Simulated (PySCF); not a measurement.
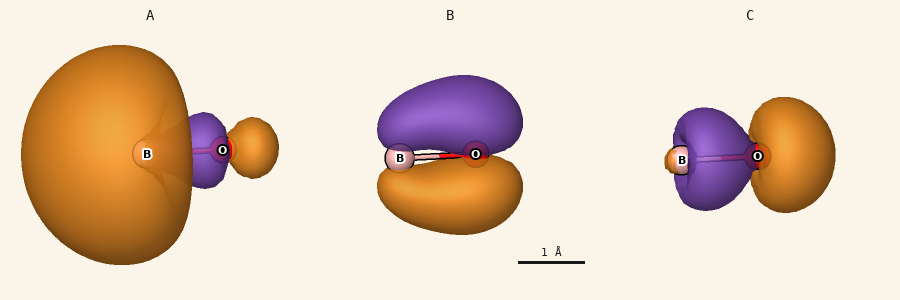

Figure. BO (doublet). Three frontier β-spin orbitals, each drawn at the value that holds 80 % of its norm (orange and purple are the two phases), in no order; of a degenerate pair one member is drawn.

Computed with PBE0/def2-TZVP, non-relativistic Hamiltonian with scalar-relativistic core potentials where named, at a bond length of 1.203 Å (PySCF 2.14.0).

Name the orbitals and rank them from lowest to highest energy.

Orbital C: σ, occupied in this spin, −12.31 eV; mainly on O (80 %).
Orbital B: π, occupied in this spin, −10.67 eV; mainly on O (75 %).
Orbital A: σ, empty in this spin, −4.37 eV; mainly on B (90 %).
